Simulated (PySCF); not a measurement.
Consider C$_{3}$H$_{3}$F$_{2}$NSi.

The calculation's input:

```
{"job": {"kind": "uv", "xc": "wB97X-D", "basis": "def2-SVPD", "nstates": 8, "ntriplets": 3}, "charge": 0, "multiplicity": 1}
N      2.791579     0.543683    -0.400219
C      1.779609     0.210498     0.023156
C      0.491402    -0.136416     0.496545
F      0.491429    -0.706459     1.743533
Si    -1.074788     0.910717     0.039354
C     -0.461664    -0.796566    -0.528463
F     -1.084351    -1.928316    -0.098883
H     -2.068266     0.886571     1.088173
H     -0.836168     2.001349    -0.880197
H     -0.019899    -0.980407    -1.505528
```

Launched as:

```sh
OMP_NUM_THREADS=1 python probes_run.py task.json out
```

Geometry: GFN2-xTB.

These are results of wB97X-D/def2-SVPD, SCF density, gas phase (PySCF 2.14.0), not measurements.

What will maps of the electron density and electron localisation function show?

C–N (1.15 Å): ρ at the midpoint is about 3.6 e/Å³; the ELF peaks at about 0.85 between the atoms (a multiple bond).
C–C (1.42 Å): ρ at the midpoint is about 2 e/Å³; the ELF peaks at about 0.95 between the atoms, as expected for a covalent bond.

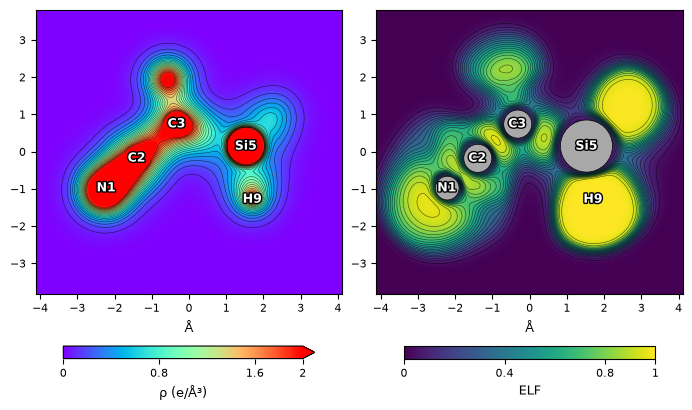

Computed electron density and electron localisation function on the plane of atoms C3, Si5 and H9, in this order. Grey discs cover the atomic cores in the ELF map. 
